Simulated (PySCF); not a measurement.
Molecule: SMILES [CH3][GaH][Br], singlet. Atoms near the plane z = 0.0 Å, at the PBE0/def2-SVP optimised geometry (x, y, z in Å): Ga1 (-0.7, -0.4, 0.0), H2 (-1.7, -1.6, 0.0), Br3 (-1.7, 1.6, 0.0), C4 (1.3, -0.4, 0.0), H5 (1.7, 0.5, 0.4), H6 (1.7, -0.6, -1.0), H7 (1.7, -1.3, 0.6).

Method: PySCF 2.14.0 with PBE0/def2-TZVP. Cells within 0.4 Å of a nucleus heavier than hydrogen are left out (blank, or x). The values are rescaled to run from 0 to 1.

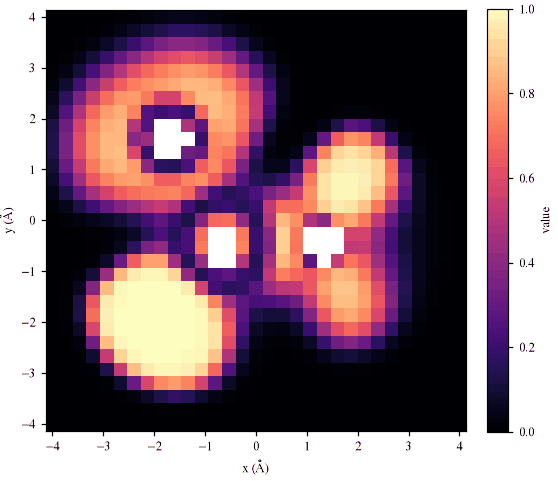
Figure. a field on the plane z = 0.0 Å.

Which quantity is mapped?
(A) electrostatic potential
(B) electron localisation function
(C) log10 of the electron density
(D) an orbital amplitude

B, electron localisation function
